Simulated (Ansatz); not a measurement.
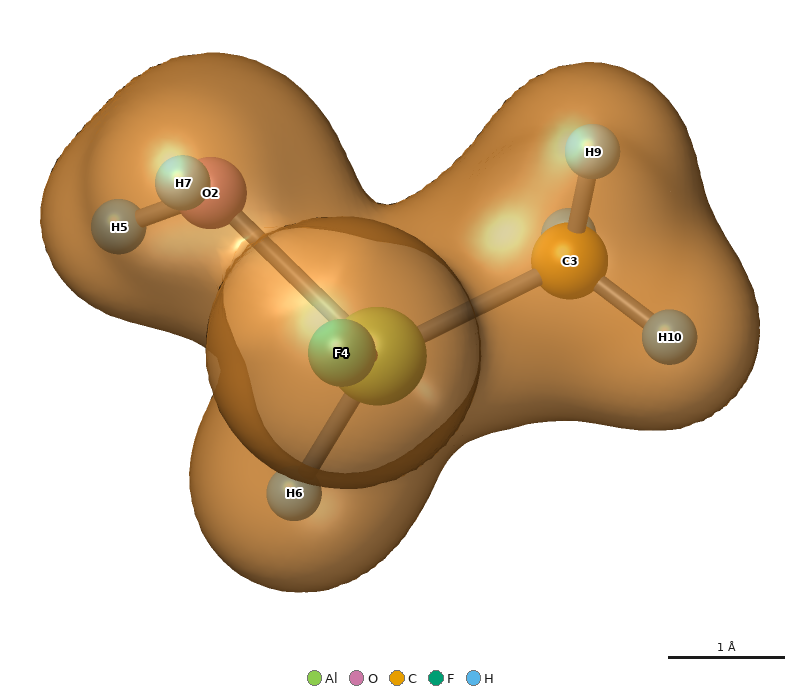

The picture shows: CH6AlFO. Isosurface of the total electron density at 0.1 e/Å³ (orange), seen at a tilt.

The calculation used Ansatz 0.2.0, RKS B3LYP-D4/def2-SVP.

Input

```
crystal:
  periodic: [false, false, false]
  atoms:
    - { symbol: Al, position_ang: [-0.484119, -0.074076, -0.707373] }
    - { symbol: O, position_ang: [1.265397, 2.07972, 0.795979] }
    - { symbol: C, position_ang: [-0.465071, -1.761331, 0.246617] }
    - { symbol: F, position_ang: [-1.909933, 0.784844, -0.855604] }
    - { symbol: H, position_ang: [1.448953, 1.769967, -0.107112] }
    - { symbol: H, position_ang: [0.717893, 0.573661, -1.427839] }
    - { symbol: H, position_ang: [0.818072, 2.927323, 0.657658] }
    - { symbol: H, position_ang: [0.36371, -2.422409, -0.057068] }
    - { symbol: H, position_ang: [-0.342844, -1.564059, 1.327134] }
    - { symbol: H, position_ang: [-1.411858, -2.31354, 0.127608] }
basis:
  gaussian: { orbitals: def2-SVP }
hamiltonian:
  xc: b3lyp
  dispersion: d4
relax:
  f_tol: 0.03
  max_steps: 50
output:
  orbitals: {}
```

Run with:

```sh
ansatz run input.yaml --threads 2 --pin off --max-ram 3072MiB --backend cpu --events-out ev --progress --plain --runs-dir out
```

The fields are those of the run's last geometry, not of the input's.

Q: How is the density connected at this value?

A: At this value the surface is in one piece. It bridges the sampled Al–F (1.71 Å), C–Al (1.95 Å), Al–O (2.03 Å) and O–H (0.97 Å) contacts, where the density stays above the isovalue. On the grid the lowest density along these lines, outside the cores, is 0.61 e/Å³ (Al–F, 1.71 Å), 0.62 e/Å³ (C–Al, 1.95 Å), 0.29 e/Å³ (Al–O, 2.03 Å) and 2.3 e/Å³ (O–H, 0.97 Å).
